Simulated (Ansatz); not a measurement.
# NaB (Fm-3m): a soft mode frozen in, part 3 of 3

Aim: this structure of NaB (Fm-3m) is to be tested for unstable modes, and one is followed downhill.

Ansatz 0.2.0; DFT PBEsol, scalar-relativistic, plane waves, PAW; PAW set soft_1.

So far. Step 5 (Energy along the mode, all amplitudes (two of the runs …): The lowest of the steps tried is the last one, at 0.6 Å, 197 meV/atom below the parent; the bottom of the well need not coincide with a step. Step 7 (The new phase in its own primitive cell): The largest force component left is 0.32 meV/Å and the pressure is 0.001 GPa, within the tolerances set. The cell now holds 17.17 Å³/atom. The relaxed cell has a, b, c = 6.247, 8.524, 10.320 Å (conventional setting).

## (8) Modes of the new phase, k-mesh 8×8×8

A relaxed structure may still be a saddle point, so its zone-centre modes are computed. No field response is asked, since the mesh shows no gap.

Contents of input.yaml:

```yaml
crystal:
  lattice:
    - [0.0, 4.2617624296, 5.1598118558]
    - [3.1234499445, 0.0, 5.1598118558]
    - [3.1234499445, 4.2617624296, 0.0]
  atoms:
    - { symbol: Na, position: [0.6895195977, 0.3104804023, 0.6895195977] }
    - { symbol: Na, position: [0.3104804023, 0.6895195977, 0.3104804023] }
    - { symbol: Na, position: [0.9395195977, 0.5604804023, 0.9395195977] }
    - { symbol: Na, position: [0.5604804023, 0.9395195977, 0.5604804023] }
    - { symbol: B, position: [0.8731414777, 0.1268585223, 0.1268585223] }
    - { symbol: B, position: [0.1268585223, 0.8731414777, 0.8731414777] }
    - { symbol: B, position: [0.1231414777, 0.3768585223, 0.3768585223] }
    - { symbol: B, position: [0.3768585223, 0.1231414777, 0.1231414777] }
kpoints:
  mp_grid: { grid: [8, 8, 8] }
hamiltonian:
  xc: pbesol
  pseudopotentials: { kind: paw, azcp: { folder: soft_1 }, xc_functional: pbe }
scf:
  occupations: { method: methfessel_paxton, width: 0.2 }
output:
  eigenvalues: true
phonons:
  method: dfpt
```

Launch:

```bash
$ ansatz run input.yaml --threads 4 --pin off --max-ram 10240MiB --backend cpu --events-out ev --progress --plain --runs-dir out
```

Numbers of over 12 decimals in the logs are rounded to 6 here.

The program printed:

```text
[...]
Crystal: 8 atoms, lattice volume = 137.369 Å³
Basis set: ecut = 420 eV, 2677 PW (Γ), exchange–correlation on 96×96×96 points (8 copies of the dense FFT grid, shifted against one another)
Bands: 32, of which v1, the nominal top of the filled ones, is band 24 counted from 1 (23 counted from 0)
Symmetry: 8 space group operations
k-points: 260 of 512 (irreducible under 1 space group operation, time reversal used)
[...]
SCF iter   1: F=—  HF=-6506.291967 eV  |F-HF|=—  |Δ(HF+E_count)|=         —  Δρ=4.41e-2  dr2=2.59e0  ethr=3.10e-3  ⟨swp⟩=6.3  Hψ=35510  notcnv=0
[...]
SCF iter  11: F=-6505.502315 eV  HF=-6505.502315 eV  |F-HF|=9.09e-13  |Δ(HF+E_count)|=  2.46e-11  S|Δr|=    0.00e0  Δρ=5.97e-8  dr2=7.45e-12  ethr=1.00e-12  ⟨swp⟩=12.5  Hψ=45203  notcnv=0
SCF 1 converged in 11 iterations: F = -6505.502315 eV  dr2 = 7.45e-12
[...]
DFPT response loops at Γ: preconditioner auto → Kerker (q_TF=auto, 2.290 Å⁻¹) (partly filled bands, converged f_vac=0.000); β = 1.00, the filter's whole step (`scf.mixing.beta` (0.50) is not read by the response loops under this deck's `scf.mixing.preconditioner`; to damp them name `kerker` or `kerker_dos`, under which they read `scf.mixing.beta`, and type it under 1.00, their step now; both keys bind the ground state too); Broyden in place of MSR1
SCF converged after 11 iterations
[...]
Free energy (F): -6505.502315 eV
[...]
Internal energy: -6505.503672 eV  (E = F + TS)
E sigma→0 (E₀):  -6505.502654 eV
Entropy (-TS):   0.001357 eV (0.170 meV/atom)
Fermi energy:    3.148921 eV
Step filling:    the computed levels leave a gap of 0.0000 eV = 0.0 smearing widths at the electron count; against every level under it full and every level over it empty, smearing changes F+E_penalty+E_count by +1.698 meV and its σ→0 estimate by +1.359 meV
[...]
--- Band table (eV; the first three rows and the last of 260) ---
  k-point 0: bands = [... 20 lower, 1.1993, 1.3807, 1.9303, 2.9121, 3.1633, 3.4521, 5.1457, 6.4560, ... 4 higher]
  k-point 1: bands = [... 20 lower, 1.2493, 1.6971, 1.9062, 2.9711, 3.1237, 3.4829, 5.3335, 6.3289, ... 4 higher]
  k-point 2: bands = [... 20 lower, 1.3270, 1.9236, 2.1299, 2.9825, 3.2094, 3.5183, 5.6182, 6.1449, ... 4 higher]
  k-point 259: bands = [... 20 lower, 1.2994, 2.3454, 2.4755, 2.9161, 3.4396, 3.4762, 5.6730, 6.0991, ... 4 higher]
--- Phonons (Γ-DFPT): 6 representative perturbations + reference, on 260 of 512 k-points (Σ response iterations 18) ---
  k mesh reduced under 1 symmetry operation, with k and −k counted as one. Each operation leaves every solved perturbation unchanged. A smaller set is not used because it would not reduce the number of displacements times k-points to solve
  ASR residual: 3.265e-5 → 0.000e0 eV/Å²; symmetrization residual: 4.118e-6 eV/Å²
  ASR residual per site (eV/Å²): 3.26e-5 3.26e-5 3.26e-5 3.26e-5 1.78e-5 1.78e-5 1.78e-5 1.78e-5
  Γ frequencies (cm⁻¹): -255.84 -254.06 -98.17 -72.62 0.00 0.00 0.00 48.73 134.45 155.63 158.32 179.63 185.13 191.29 192.86 195.80 200.71 205.58 235.23 252.67 265.40 269.19 1040.00 1058.07
  non-analytic LO–TO correction: not included (Born effective charges unavailable; polar crystals: no LO–TO splitting at Γ)
```

It took 3 min on 4 threads of Arm Neoverse V2, shared host; peak memory 3.3 GiB.

Numbers from this step:

| Property | Result |
| --- | --- |
| sum-rule residual before enforcement | 3.26e-5 eV/Å² |
| point group | mmm |
| highest optical mode at the zone centre (no LO-TO term) | 1058 cm⁻¹ |
| lowest optical zone-centre mode | -255.8 cm⁻¹ |

Patterns of degenerate modes are one choice out of their space. Modes at Γ, with each element's share of the kinetic energy (negative means imaginary):

```csv
mode,frequency (cm⁻¹),symmetry,Na %,B %
1,-255.8,B2g,12,88
2,-254.1,B1g,9,91
3,-98.2,B2u,0,100
4,-72.6,B3g,37,63
5,0.0,acoustic,68,32
6,0.0,acoustic,68,32
7,0.0,acoustic,68,32
8,48.7,B1u,11,89
9,134.4,B3u,90,10
10,155.6,B3g,85,15
11,158.3,B2g,45,55
12,179.6,B1u,83,17
13,185.1,Ag,100,0
14,191.3,B1g,93,7
15,192.9,B3g,79,21
16,195.8,Au,100,0
17,200.7,B3u,42,58
18,205.6,B1g,76,24
19,235.2,B2g,43,57
20,252.7,B1u,39,61
21,265.4,B2u,32,68
22,269.2,B1g,22,78
23,1040.0,Au,0,100
24,1058.1,Ag,0,100
```

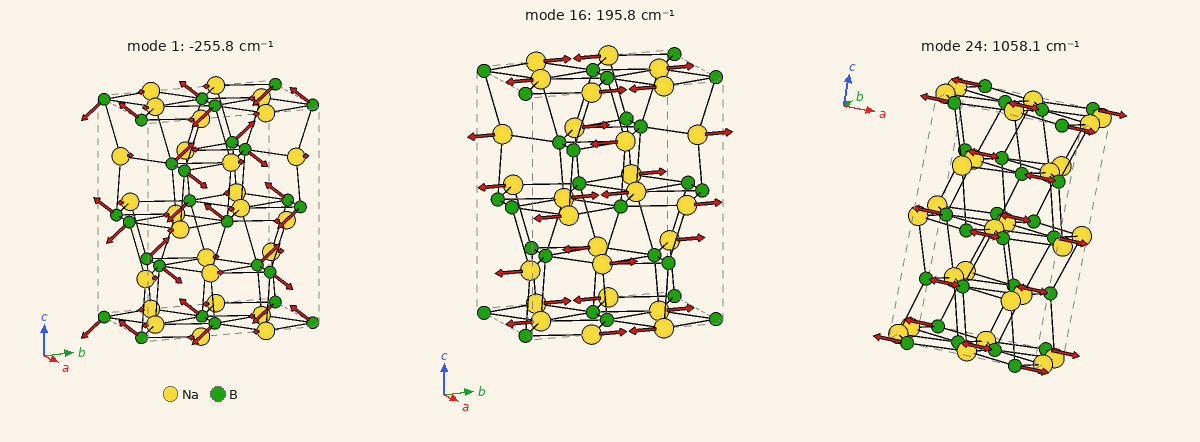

Displacement patterns of modes 1, 16 and 24 at Γ; arrows are exaggerated. Some periodic images of atoms are drawn too.

Before it was imposed, the acoustic sum rule was missed by 3.3e-5 eV/Å². Small misses are needed for a sound result but don't prove that mesh and cutoff are converged. The lowest optical mode is imaginary, 255.8i cm⁻¹, so the energy falls along it.

## (9) Summary of results

```json
{
 "unstable mode of the parent": "q = (0.25, -0.5, -0.25), 175i cm⁻¹",
 "depth at the lowest point sampled": "197 meV/atom",
 "largest atomic shift at that point": "0.6 Å",
 "space group reached (within 0.01 Å)": "Fddd",
 "energy gained over the parent (first relaxation, on the mesh of the frozen mode)": "850 meV/atom",
 "volume per atom, phase reached": "17.2 Å³",
 "lowest optical zone-centre mode, phase reached": "-256 cm⁻¹",
 "highest optical mode at the zone centre (no LO-TO term), phase reached": "1058 cm⁻¹"
}
```

In words: Along this mode the structure falls into Fddd, 850 meV/atom below the parent. At the parent's cell the well is 197.2 meV/atom deep on the steps tried, with its lowest point at a shift of 0.6 Å. That is the last step tried, so the steps alone don't bracket the bottom of the well. Relaxing atoms and cell changes the gain by +652.41 meV/atom against the lowest step (energies at zero smearing). Most of the total comes from this relaxation. The new phase still has an imaginary mode at the zone centre of its cell, so it is a saddle point on the way to a lower structure. Of the 4 patterns followed to their end from this parent, this one ends 713 meV/atom above the lowest, Ibam. Each path keeps the symmetry of its pattern, so a lower phase may lie along a pattern not tried. With no gap, or one that is small against the smearing, the frequencies hang on the k mesh and the smearing, most of all near Kohn anomalies. The PAW files were made for PBE and serve the other functionals too. A phonon run warned that its eigensolver left some bands unconverged in a pass.

[Logs are printed without paths, hosts, clocks, repeated set-up lines and the standing remarks that a program may print on its own settings, such as how far it seeks lower states.]

[Hosts, paths, dates, database ids (printed as entryN), source tags and the programs' standing remarks are cut or masked in the printed files.]
